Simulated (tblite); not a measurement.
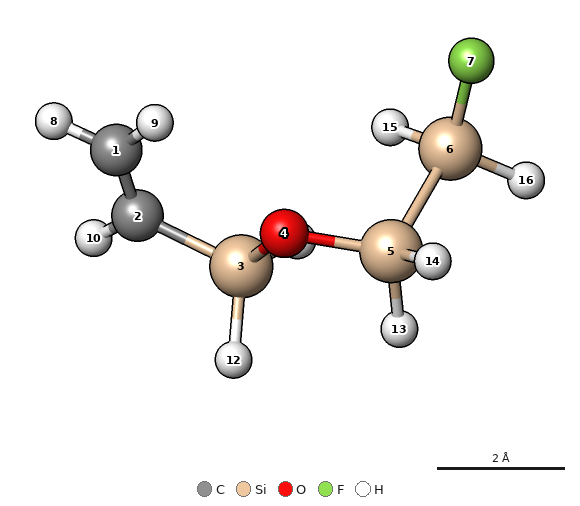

C₂H₉FOSi₃, before the relaxation. The picture is a ball-and-stick view, seen face on.

The calculation used GFN2-xTB geometry optimisation, gas phase in tblite.

```xyz
16

C    -2.5957    1.1675    0.8735
C    -2.4796    0.3198   -0.1373
Si   -0.9583   -0.7255   -0.2376
O    -0.0897   -0.6800    1.2291
Si    1.5222   -1.1239    0.8388
Si    2.5825    0.6267   -0.0780
F     3.1871    1.6971    1.0660
H    -3.5169    1.7760    0.9072
H    -1.8674    1.3092    1.6570
H    -3.2757    0.2501   -0.8565
H    -0.1145   -0.1651   -1.3071
H    -1.2909   -2.1497   -0.4940
H     1.4006   -2.1176   -0.2511
H     2.2499   -1.6822    1.9693
H     1.6055    1.3403   -0.9360
H     3.6336    0.1662   -0.9873
```

What does the optimiser find from here?

The largest moves after the best rigid fit, 1.76 Å, are those of H11 and H15. Largest moves by element: H 1.76 Å, O 1.48 Å, F 0.86 Å, Si 0.83 Å, C 0.69 Å. Near-neighbour distances that change, for instance: Si3–Si5 2.733 → 3.204 Å, O4–Si5 1.717 → 1.623 Å, Si3–O4 1.705 → 1.618 Å, Si6–F7 1.679 → 1.620 Å. Bond angles that change, for instance: Si3–O4–Si5 106.0° → 162.5°, Si6–Si5–H13 105.2° → 116.1°, Si5–Si6–H15 107.5° → 118.1°. Groups turn about O4–Si5 by about 170°, Si3–O4 by about 160°, Si5–Si6 by about 110°. After 167 geometry steps the energy has fallen by 26.9 kcal/mol. Cost: 2.4 s on 1 thread of Arm Neoverse N1, with other jobs on the host.

The structure at the end:

```xyz
16

C    -1.9203    1.1397    0.7261
C    -2.3600    0.2103   -0.1075
Si   -1.3599   -1.2646   -0.7159
O     0.1530   -1.1718   -0.1487
Si    1.4281   -0.9479    0.8306
Si    2.4167    1.0155    0.1723
F     3.8091    1.1054    0.9956
H    -2.5274    1.9705    1.0544
H    -0.9165    1.1051    1.1223
H    -3.3763    0.2899   -0.4754
H    -1.2002   -1.2343   -2.1701
H    -1.9347   -2.5188   -0.2252
H     2.2303   -2.1665    0.6575
H     0.9228   -0.9479    2.2134
H     1.7650    2.2755    0.5421
H     2.8632    1.1488   -1.2154
```

After the run, drawn alike:

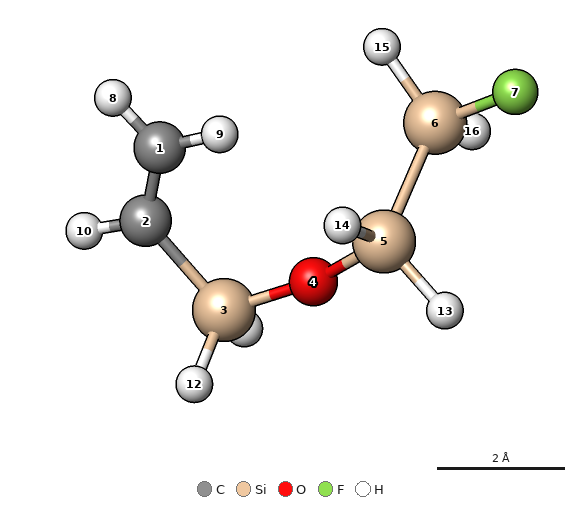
